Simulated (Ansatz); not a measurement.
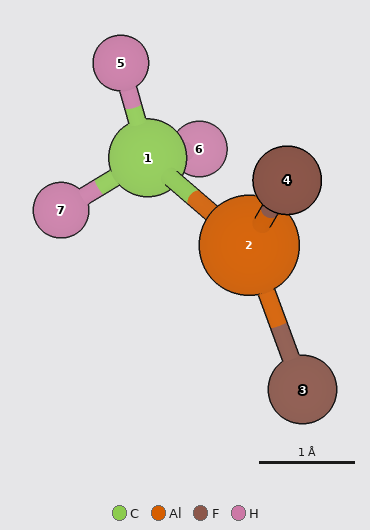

Figure 1. The input geometry (ball-and-stick view, seen at a tilt; atoms are numbered from 1 in the order of the input). Sticks mark near contacts. Bond lengths as drawn: Al–C 1.95 Å, Al–F 1.64 Å and C–H 1.09 Å.

# Run report: CH₃AlF₂, frequency calculation

System: CH₃AlF₂, SMILES [CH3][Al]([F])[F].
Method: HF/6-31G*, RHF (Ansatz 0.2.0).

The geometry was optimised with HF/6-31G*. Figures and captions count atoms from 1; the log counts them from 0 in places.

## The input
```yaml
crystal:
  periodic: [false, false, false]
  atoms:
    - symbol: C
      position_ang: [-0.254416, 0.834162, -0.239447]
    - symbol: Al
      position_ang: [0.297738, -0.967489, 0.249705]
    - symbol: F
      position_ang: [1.509731, -1.241332, 1.312650]
    - symbol: F
      position_ang: [-0.411212, -2.305022, -0.368153]
    - symbol: H
      position_ang: [-1.072460, 0.827803, -0.953082]
    - symbol: H
      position_ang: [-0.577949, 1.394852, 0.634314]
    - symbol: H
      position_ang: [0.569768, 1.389026, -0.681486]
basis:
  gaussian:
    orbitals: "6-31G*"
hamiltonian:
  xc: hf
phonons:
  temperatures:
    t_min: 298.15
    t_max: 298.15
    t_step: 1
```

Machine: 1 thread of Arm Neoverse V2, 112 GiB of memory available, shared host.

Command:
```bash
ansatz run run.yaml --threads 1 --pin off --max-ram 3480MiB --events-out events.jsonl --progress --plain --runs-dir runs
```

## What the program printed
```
Functional definition: HF
  name "HF"
  exchange = exact_x
  correlation = 0
702 factors; integrals over basis functions are off by at most 3.6e-4 eV
mean field evaluation 1: about -13073.7007 eV, gradient 4.1e1 eV
mean field evaluation 2: about -13073.7327 eV, gradient 4.1e1 eV
mean field evaluation 4: about -13076.6963 eV, gradient 2.0e0 eV
mean field evaluation 8: about -13076.7174 eV, gradient 1.5e-1 eV
mean field -13076.71757764 eV, -480.5605072608 hartree, gradient 2.2e-5 eV, S^2 0.000000; 0 other end points of the search recorded, 0 dependent functions left out
the calculation of the forces begins
reference -13076.71757764 eV, -480.5605072608 hartree; 20, 20 occupied and 50, 50 virtual orbitals, 702 factors
these checks for a lower state are left out or cut short: stability, starts, cluster_reference, orbital_swaps, neighbouring_geometries, increment
702 factors; integrals over basis functions are off by at most 3.6e-4 eV
mean field evaluation 16: about -13076.7174 eV, gradient 1.3e-4 eV
mean field -13076.71741386 eV, -480.5605012420 hartree, gradient 2.0e-6 eV, S^2 0.000000; 0 other end points of the search recorded, 0 dependent functions left out
[... from here on the field's lines of each further geometry are left out, up to the last ...]
the calculation of the forces begins
reference -13076.71754661 eV, -480.5605061203 hartree; 20, 20 occupied and 50, 50 virtual orbitals, 702 factors
these checks for a lower state are left out or cut short: stability, starts, cluster_reference, orbital_swaps, neighbouring_geometries, increment
702 factors; integrals over basis functions are off by at most 3.6e-4 eV
mean field -13076.71754568 eV, -480.5605060862 hartree, gradient 1.3e-6 eV, S^2 0.000000; 0 other end points of the search recorded, 0 dependent functions left out
the calculation of the forces begins
reference -13076.71754568 eV, -480.5605060862 hartree; 20, 20 occupied and 50, 50 virtual orbitals, 702 factors
WARN: phonons: modes at or below zero, which the zero-point energy, F, S and C_V leave out: 1, the lowest at -12.99 cm⁻¹. A minimum has none, and a first-order saddle one
Total energy: -13076.71757764 eV, -480.5605072608 hartree
Atom 0 at    -0.254416     0.834162    -0.239447 Å, force    -0.000070    -0.000113    -0.000389 eV/Å
Atom 1 at     0.297738    -0.967489     0.249705 Å, force     0.000181    -0.000095    -0.000080 eV/Å
Atom 2 at     1.509731    -1.241332     1.312650 Å, force    -0.000157     0.000086     0.000008 eV/Å
Atom 3 at    -0.411212    -2.305022    -0.368153 Å, force    -0.000016     0.000034     0.000117 eV/Å
Atom 4 at    -1.072460     0.827803    -0.953082 Å, force    -0.000087     0.000056    -0.000016 eV/Å
Atom 5 at    -0.577949     1.394852     0.634314 Å, force     0.000159    -0.000052     0.000183 eV/Å
Atom 6 at     0.569768     1.389026    -0.681486 Å, force    -0.000010     0.000085     0.000177 eV/Å
Dipole moment:    -0.129149     0.420973    -0.114247 e Å
Vibrations: -12.99 198.82 259.59 278.84 616.70 748.34 772.42 886.98 990.05 1405.14 1601.40 1602.37 3187.86 3250.53 3271.01 cm⁻¹, zero-point energy 1.182193 eV
```

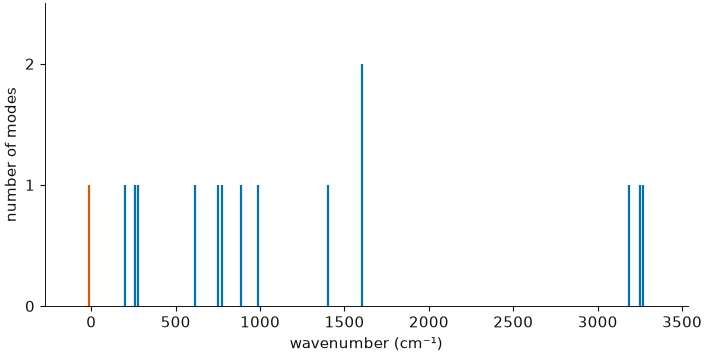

Figure 2. Harmonic vibrational wavenumbers from the force constants; neighbouring modes closer than 15 cm⁻¹ are counted in one stick, and imaginary ones are drawn at negative wavenumbers. 15 modes from 13i to 3271 cm⁻¹, 1 imaginary beyond 8i (13i cm⁻¹): not a clean minimum; so soft a mode can be a shallow saddle, an incomplete relaxation or noise of the force constants.

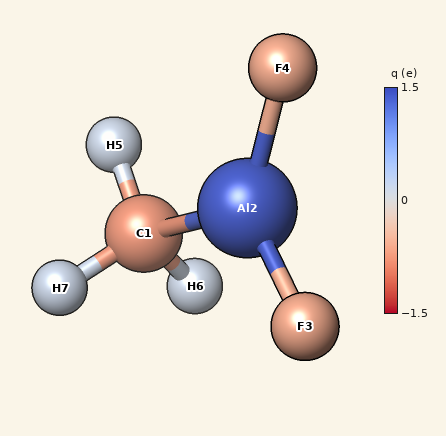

Figure 3. Mulliken charges, as the colour of each atom (ball-and-stick view, seen at a tilt; atoms are numbered from 1 in the order of the input; Mulliken charges depend strongly on the basis). By element: C −0.82, Al +1.39, F −0.57 and H +0.19 e.

## Summary

```csv
quantity,value
outcome,converged
total energy,−480.560507 hartree
basis functions,70
largest force,0.000 eV/Å
zero-point energy,0.043445 hartree
dipole moment,2.19 D
"wavenumbers, lowest and highest",13i and 3271 cm⁻¹
wall time,29 s
peak memory,0.11 GiB
```
